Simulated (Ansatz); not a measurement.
# Calculations on NH3 and related structures

## 1. Relaxation

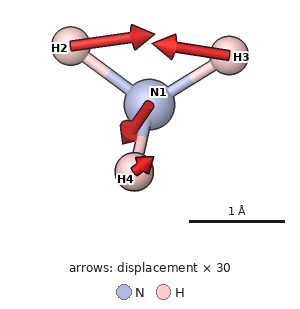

This is a relaxation of NH3. The starting structure is drawn; red arrows show the displacements, magnified 30 times. The two geometries are superimposed by the best rigid fit.

Style: ball-and-stick. Shown at a tilt.

It is one of the separated products of a reaction.

All numbers below come from RKS PBE0-D4/def2-TZVP (Ansatz). Set-up: force threshold 0.005 eV/Å; at most 200 steps.

**Which element moves most?**

Hydrogen: up to 0.031 Å, against 0.023 Å for nitrogen.

**What happened in the run?**

The energy falls by 2.04 kJ/mol in 5 geometry steps. Largest force component: 0.75 eV/Å at the start, 0.00034 eV/Å at the end. H2 moves most after the best rigid fit: 0.031 Å. Largest moves by element: H 0.031 Å, N 0.023 Å. Near-neighbour distances that change, for instance: N1–H2 1.032 → 1.013 Å. Bond angles that change, for instance: H2–N1–H3 111.0° → 107.1°. The run took 0.9 s on 4 threads of Arm Neoverse V2 (shared host).

## 2. Relaxation

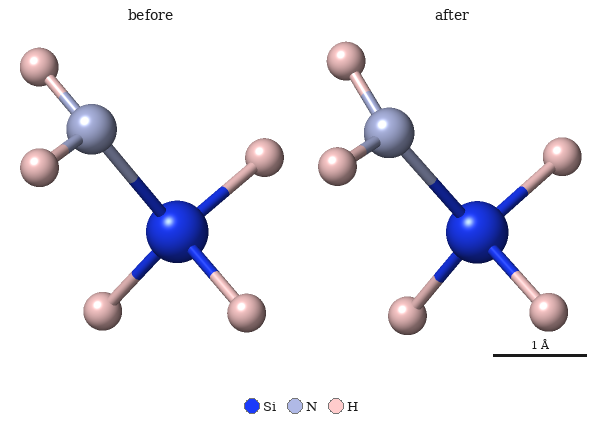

The structure of SiNH5 before (left) and after (right) a relaxation, at one scale.

The picture is a ball-and-stick view, seen from a free direction.

It is one of the separated reactants of a reaction.

Computed with RKS PBE0-D4/def2-TZVP (Ansatz).

The input:
```yaml
crystal:
  periodic: [false, false, false]
  atoms:
    - {symbol: Si, position_ang: [-1.142286, 0.559496, -1.315804]}
    - {symbol: N, position_ang: [-0.241220, -0.698114, -0.518525]}
    - {symbol: H, position_ang: [-0.480576, 0.809581, -2.621270]}
    - {symbol: H, position_ang: [-2.575455, 0.241912, -1.564632]}
    - {symbol: H, position_ang: [-1.068496, 1.771697, -0.462519]}
    - {symbol: H, position_ang: [-0.062393, -1.529398, -1.065922]}
    - {symbol: H, position_ang: [-0.580320, -0.974213, 0.399544]}
basis:
  gaussian: {orbitals: def2-TZVP}
hamiltonian: {xc: pbe0, dispersion: d4}
relax: {f_tol: 0.005, max_steps: 200}
```

Command:
```bash
ansatz run in.yaml --threads 4 --pin off --events-out ev --progress --plain --max-ram 9574MiB
```

What changed between the two?

After 5 geometry steps the energy has fallen by 0.31 kcal/mol. The largest force component goes from 0.36 to 0.0043 eV/Å. The atom that moves furthest after the best rigid fit is H7 (0.10 Å). Largest moves by element: H 0.10 Å, N 0.06 Å, Si 0.01 Å. Some distances before and after: Si1–N2 1.740 → 1.720 Å, N2–H7 1.017 → 1.007 Å, Si1–H4 1.489 → 1.494 Å. Among the angles between lasting bonds that change: Si1–N2–H6 115.9° → 119.6°.

## 3. Reaction

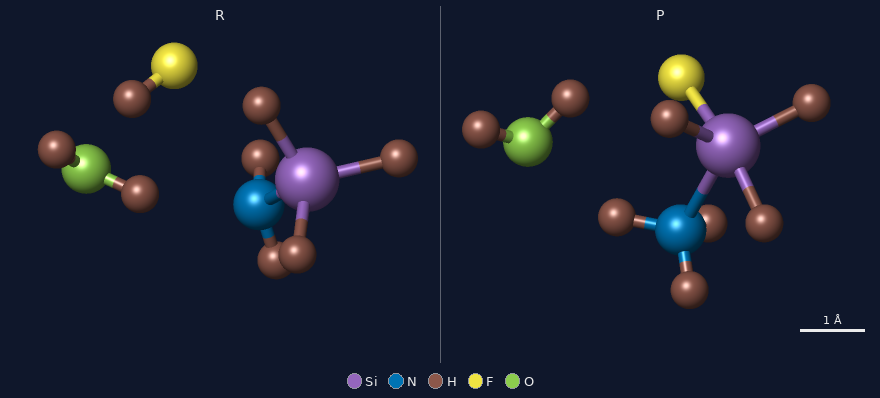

Reactant (R) and product (P) of one elementary step of SiNH$_{8}$OF. Style: ball-and-stick. Shown at a tilt.

Stationary points at PBE0-D4/def2-TZVP, single-point energies with CCSD(T)/CBS, BHLYP-D4, BLYP-D4, wB97M-V, B2PLYP, SPW92 (LDA) (def2-TZVPP where no basis is named; Ansatz 0.2.0). The energies are electronic, without zero-point or thermal terms, and both ends are the minima reached downhill from the saddle, with any fragments still in contact. CCSD(T)/CBS stands for a frozen-core estimate: MP2 correlation extrapolated from def2-TZVPP and def2-QZVPP, CCSD(T) minus MP2 from the smaller set.

### Predict the saddle point between them and the barrier.

Counted by bonded pieces, R holds HF + H₂O + SiH₅N and P holds H₂O + SiH₆NF. From R over the saddle to P, bonds form: F–Si (4.18 → 2.14 → 1.73 Å), H–N (1.88 → 1.31 → 1.03 Å), H–O (1.59 → 1.17 → 0.97 Å). Bonds break: F–H (0.96 → 1.18 → 1.82 Å), H–O (0.99 → 1.19 → 1.86 Å). The saddle has one imaginary mode, 1068i cm⁻¹. With CCSD(T)/CBS the barrier is 16.3 kcal/mol from R and 19.1 kcal/mol from P, and P lies 2.8 kcal/mol below R.

```csv
level,barrier from R (kcal/mol),barrier from P (kcal/mol),P less R (kcal/mol)
CCSD(T)/CBS,16.3,19.1,−2.8
BHLYP-D4,17.9,20.6,−2.7
BLYP-D4,12.5,13.9,−1.4
wB97M-V,13.8,17.8,−4.1
B2PLYP,15.6,17.3,−1.8
SPW92 (LDA),0.1,5.4,−5.4
```

Against CCSD(T)/CBS, B2PLYP comes closest on the barrier from R (−0.7 kcal/mol) and SPW92 (LDA) misses most (−16.2 kcal/mol).

The saddle point in the same view, with dashed sticks for the bonds that form or break:

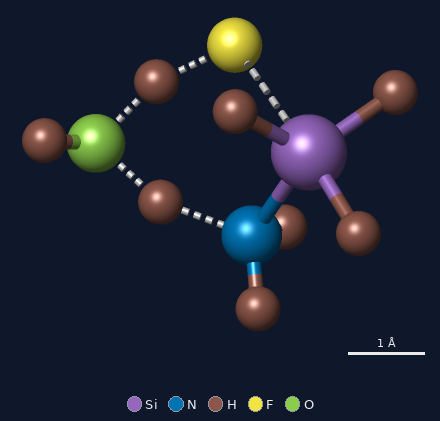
